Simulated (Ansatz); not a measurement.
# BCl2H3O4Si (SMILES OB(O)O[Si](O)(Cl)Cl): what the fields show

```xyz
11

B     0.6490   -0.1846   -0.5184
Cl   -0.2774    2.0590    2.8079
Cl    2.1226    3.3828    0.9599
O     1.5188   -1.0961    0.0252
O    -0.0275   -0.4957   -1.6502
O     0.4882    1.0227    0.1035
O     2.2715    0.5753    2.0900
Si    1.2010    1.6351    1.4670
H     1.5669   -1.9135   -0.4810
H    -0.6037    0.2217   -1.9336
H     2.3019   -0.2561    1.5861
```

Geometry: PBE0-D4/def2-SVP.

Computed with isolated molecule in a Gaussian basis; Kohn-Sham density functional theory, functional PBE0 in Ansatz.

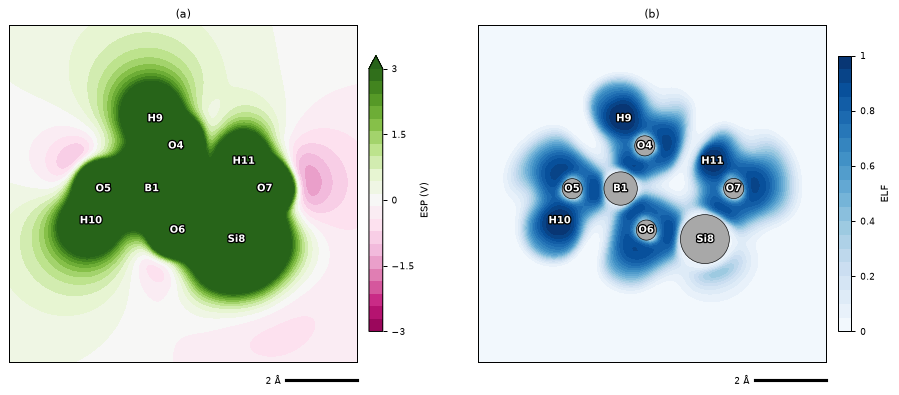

Figure 1. (a) molecular electrostatic potential; (b) electron localisation function on the plane of atoms O4, B1 and O5. Grey discs cover the atomic cores in the ELF map.

Describe what can be read from this map.

Answer. Atoms in the plane: B, O, Si and H.
B–O (1.35 Å): the ELF peaks at about 0.90 between the atoms, as expected for a polar covalent bond.
Si–O (1.63 Å): the ELF peaks at about 0.85 between the atoms, as expected for a shared but strongly polarised pair.
O–H (0.96 Å): the ELF climbs to about 1 towards the hydrogen, as it does in any bond to H (a covalent bond by its length).
The ELF also peaks beside O6, O7 and O5, away from the bonds: lone-pair regions.
Outside the dense part of the molecule the potential is most negative (−1.4 V) near O7.

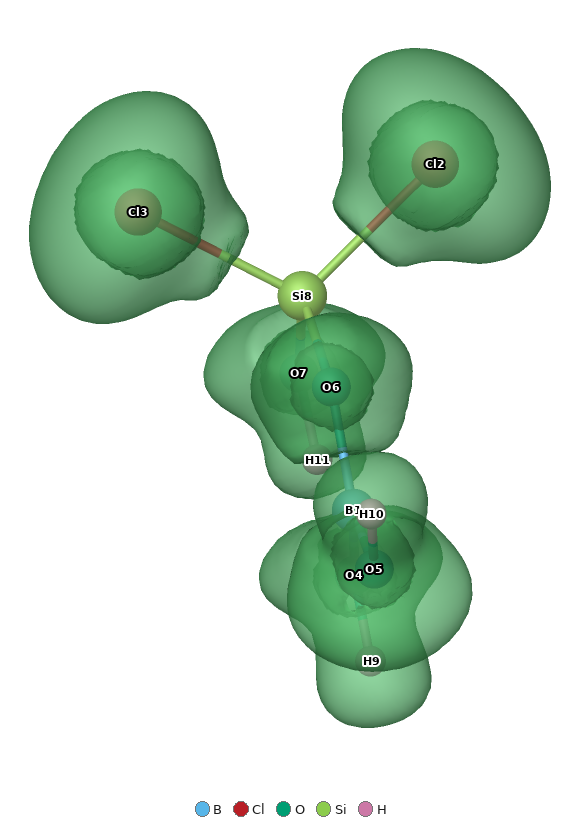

Figure 2. Isosurface of the ELF at 0.75 (green), seen at an oblique angle. Core shells and regions of very low density are left out.

Identify the bonds, lone pairs and shells in this picture.

Answer. The ELF exceeds this value in two regions on Cl in which the atom's valence shell and bonds are merged, one region on O in which the atom's valence shell and bonds are merged and three joined regions spread over several atoms (H, O), in which their bonds and any lone pairs are merged.

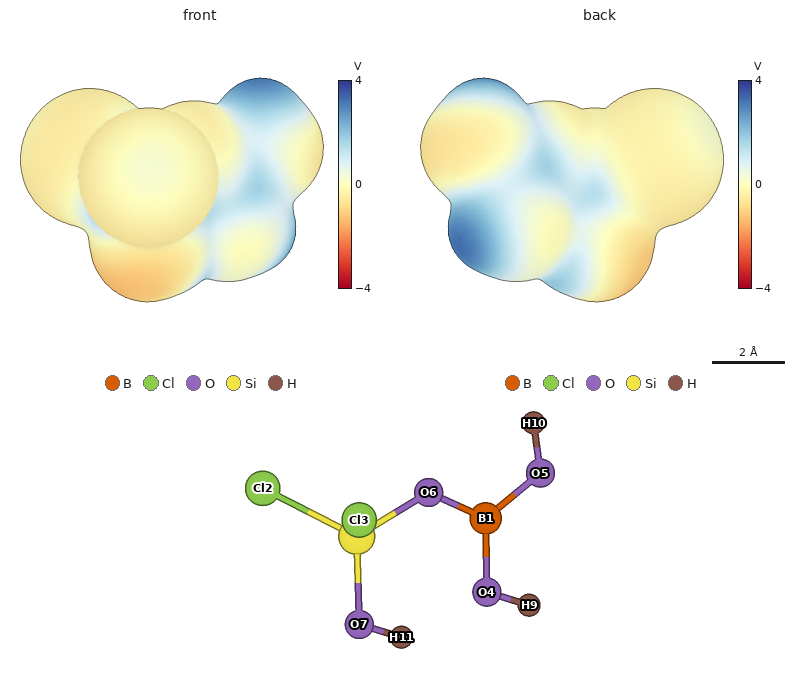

Figure 3. The molecular electrostatic potential painted on the density surface at 0.002 e/bohr³, seen from the front and from behind; the colour scale runs from red (negative) to blue (positive). The bare structure is drawn below in the same view.

Where is the surface potential most negative and most positive?

Answer. The most negative region (about −1.3 V) lies over O7, the most positive (about +3.1 V) over H9. Cl2 shows a σ-hole: about +0.2 V at the tip opposite its bond, against about −0.4 V on its flanks. Cl3 shows a σ-hole: about +0.2 V at the tip opposite its bond, against about −0.4 V on its flanks. O7 is the likeliest acceptor of a hydrogen bond.

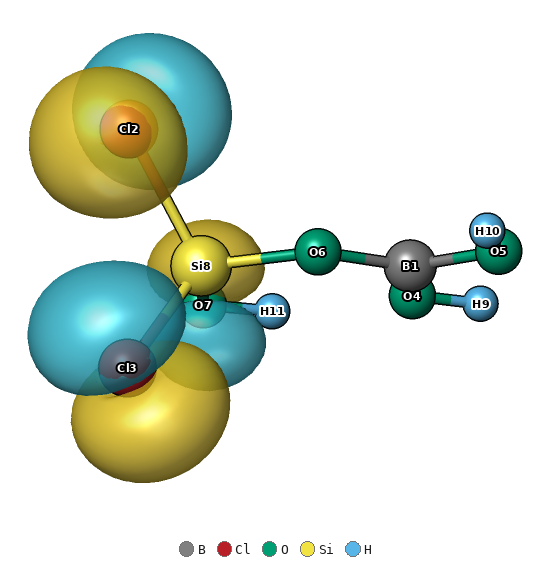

Figure 4. One frontier orbital at ±0.1 Å⁻³ᐟ² (yellow and cyan are the two phases), seen from one side.

Which orbital is it: HOMO or LUMO?

Answer. The HOMO, at −9.15 eV. Its weight (Hirshfeld) is mainly on Cl3 (about 40 %), Cl2 (about 40 %) and O7 (about 15 %); largely a combination of lone pairs on Cl3, Cl2 and O7.
